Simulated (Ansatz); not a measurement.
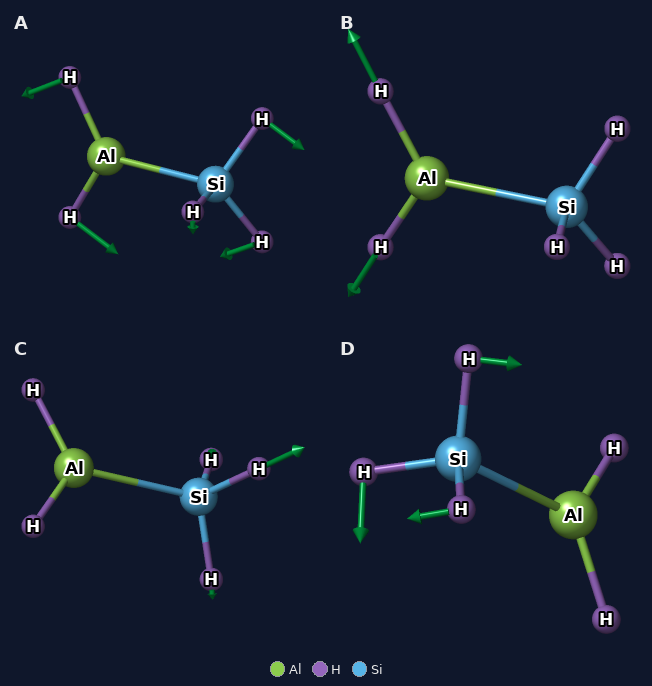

4 normal modes of one molecule or complex, as arrows. Harmonic vibrations computed with RKS PBE0-D4/def2-TZVP (Ansatz 0.2.0) at a stationary point of the same level.

Question: Match the panels to the wavenumbers 316 cm⁻¹, 933 cm⁻¹, 1910 cm⁻¹, 2188 cm⁻¹.

Answer: A: 316 cm⁻¹, H–Al–Si bending
B: 1910 cm⁻¹, in-phase stretching of 2 Al–H bonds
C: 2188 cm⁻¹, Si–H stretching
D: 933 cm⁻¹, H–Si–H bending
